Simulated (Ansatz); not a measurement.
## Electronic structure of CH₆GeO in real space

Input

```
crystal:
  periodic: [false, false, false]
  atoms:
    - {symbol: Ge, position_ang: [-1.063708, -0.852096, -0.003646]}
    - {symbol: H, position_ang: [-0.170584, -2.094028, -0.196073]}
    - {symbol: O, position_ang: [-0.105367, 0.434333, 0.766455]}
    - {symbol: C, position_ang: [1.039409, 0.892044, 0.091359]}
    - {symbol: H, position_ang: [1.779397, 0.094056, -0.059138]}
    - {symbol: H, position_ang: [-2.218163, -1.118319, 0.965601]}
    - {symbol: H, position_ang: [-1.561687, -0.352239, -1.374512]}
    - {symbol: H, position_ang: [1.502745, 1.672592, 0.699578]}
    - {symbol: H, position_ang: [0.797956, 1.323756, -0.889626]}
basis:
  gaussian: {orbitals: def2-TZVPP}
hamiltonian: {xc: pbe0, dispersion: d4}
output: {orbitals: {seedname: orbitals}}
```

Command:

```sh
ansatz run in.yaml --threads 4 --pin off --events-out ev --progress --plain --max-ram 9574MiB
```

The reactant side of a reaction path; geometry: PBE0-D4/def2-TZVP.

Method: RKS PBE0-D4/def2-TZVPP (Ansatz).

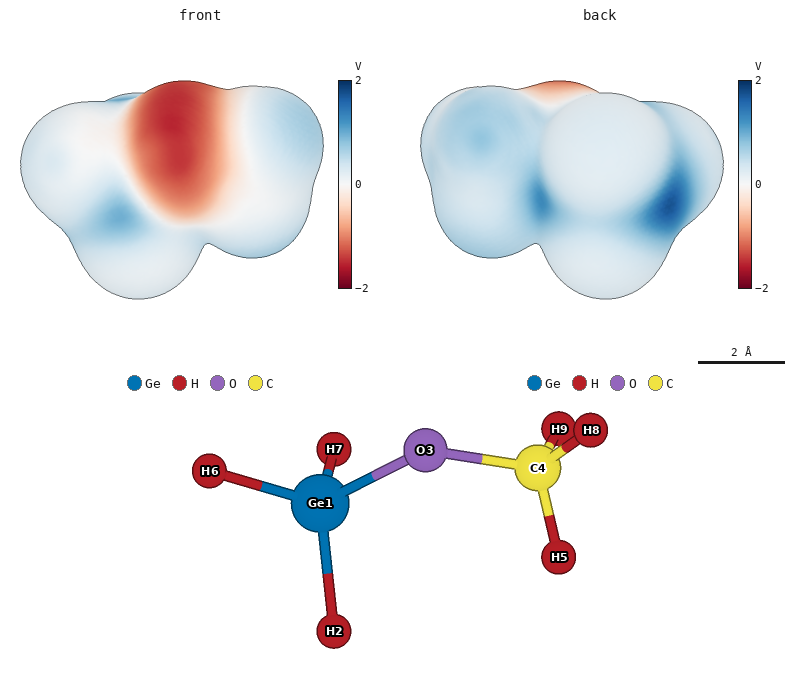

Figure 1. The molecular electrostatic potential painted on the density surface at 0.002 e/bohr³, seen from the front and from behind; red is negative and blue positive. The bare structure is drawn below in the same view.

### Which sites attract a positive test charge, and which a negative one?

A positive charge is drawn to the negative regions and a negative charge to the positive ones. The most negative region (about −1.5 V, or −35 kcal/mol for a unit charge) lies over O3, the most positive (about +1.6 V, or +37 kcal/mol for a unit charge) over Ge1. O3 is the likeliest acceptor of a hydrogen bond.

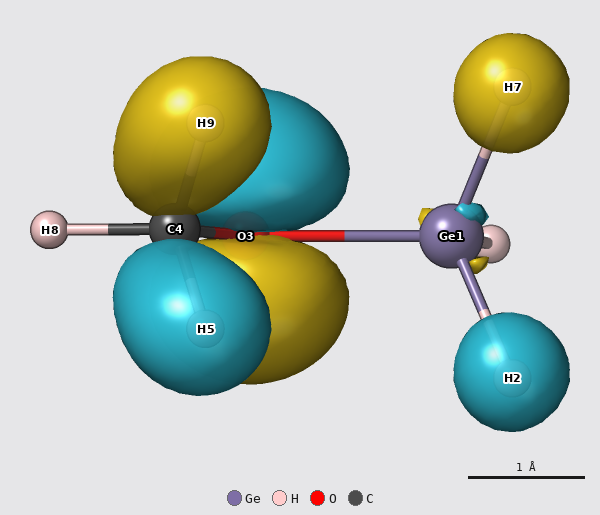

Figure 2. The HOMO at ±0.15 Å⁻³ᐟ² (yellow and cyan are the two phases), seen at an oblique angle.

### Describe this orbital and give its energy.

By Hirshfeld shares it lies mainly on O3 (about 60 %), C4 (about 10 %), Ge1 (about 10 %), H5 (about 5 %) and H9 (about 5 %). Its energy is −7.77 eV.

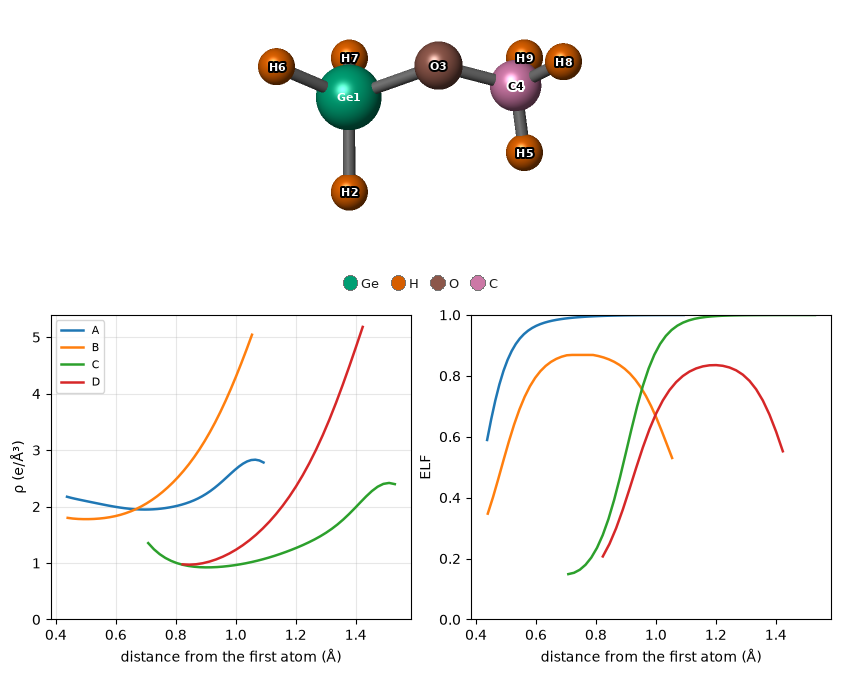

Figure 3. Electron density and electron localisation function along straight lines between neighbouring atoms. The curves leave out the atomic cores. The structure is drawn too.

### Which curve belongs to which contact (C–H, C–O, Ge–H and Ge–O)? The first atom named is at distance zero.

Curve A: C–H (1.09 Å): the density is about 2 e/Å³ at the midpoint; the ELF climbs to about 1 towards the hydrogen, as it does in any bond to H: an ordinary covalent bond to hydrogen. Curve B: C–O (1.41 Å): ρ is about 2.1 e/Å³ halfway, with its minimum of 1.8 e/Å³ about 0.5 Å from C; the ELF peaks at about 0.85 between the atoms (a polar covalent bond). Curve C: Ge–H (1.53 Å): ρ at the midpoint is about 1.1 e/Å³; the ELF climbs to about 1 towards the hydrogen. Curve D: Ge–O (1.78 Å): ρ at the midpoint is about 1 e/Å³; the ELF peaks at about 0.85 in the valence shell of O, 0.6 Å from its nucleus, and is about 0.35 at the midpoint.

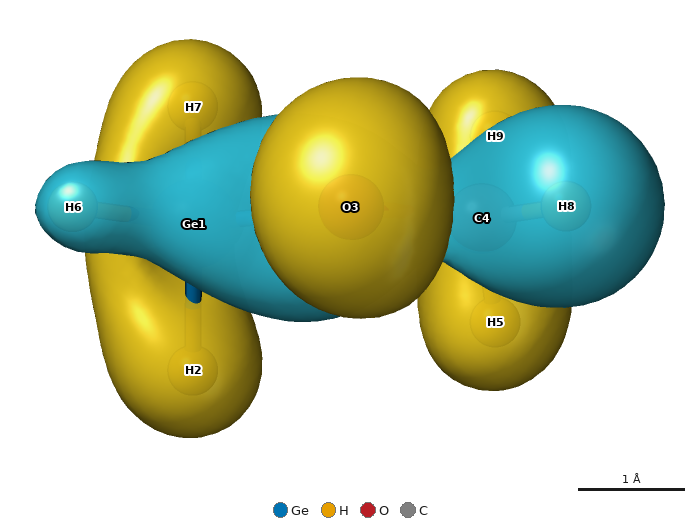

Figure 4. The HOMO−1 at ±0.08 Å⁻³ᐟ² (yellow and cyan are the two phases), seen at a tilt.

### Where does this orbital lie, and at what energy?

By Hirshfeld shares it lies mainly on O3 (about 50 %), C4 (about 15 %), Ge1 (about 10 %) and H8 (about 10 %). Its energy is −8.59 eV.
